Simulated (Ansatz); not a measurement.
## Breaking a bond in SiH4O (SMILES O[SiH3])

The species is SiH4O (6 atoms), meant as a singlet with charge 0. SMILES: `O[SiH3]`. The coordinates come from a PBE0-D4/def2-TZVP relaxation.

```xyz
6

O     0.6367   -1.0303    0.4190
Si   -0.0357    0.3465   -0.1870
H     0.0691   -1.6292    0.9047
H    -1.1283    0.0457   -1.1528
H     1.0605    1.0649   -0.8756
H    -0.6023    1.2024    0.8917
```

The Si2–H5 distance is scanned; the parts on either side stay rigid. Basis STO-3G, 6 core orbitals frozen in the correlated methods; program Ansatz 0.2.0. FCI is exact within this basis and core. Energies in eV from each method's value at 1.481 Å; methods without a U are spin-restricted. The shape above is that at 1.481 Å.

```
distance (Å)  r2SCAN  B3LYP  wB97M-V  HSE06  CCSDT(Q)   FCI
       1.481    0.00   0.00     0.00   0.00      0.00  0.00
       1.851    1.29   1.29     1.38   1.33      1.26  1.26
       2.221    3.19   3.20     3.41   3.32      3.00  3.00
       2.961    6.05   6.14     6.73   6.37      4.79  4.79
       3.701    7.31   7.50     8.50   7.77      5.06  5.06
```

Departure from the FCI curve at its largest: r2SCAN +2.25 eV at 3.70 Å; B3LYP +2.45 eV at 3.70 Å; wB97M-V +3.45 eV at 3.70 Å; HSE06 +2.71 eV at 3.70 Å; CCSDT(Q) within 0.005 eV. Restricted functionals keep the electrons paired too, and rise too high.

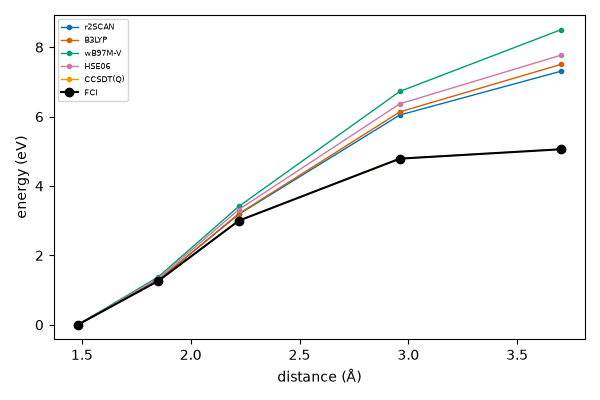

The curves of the table.
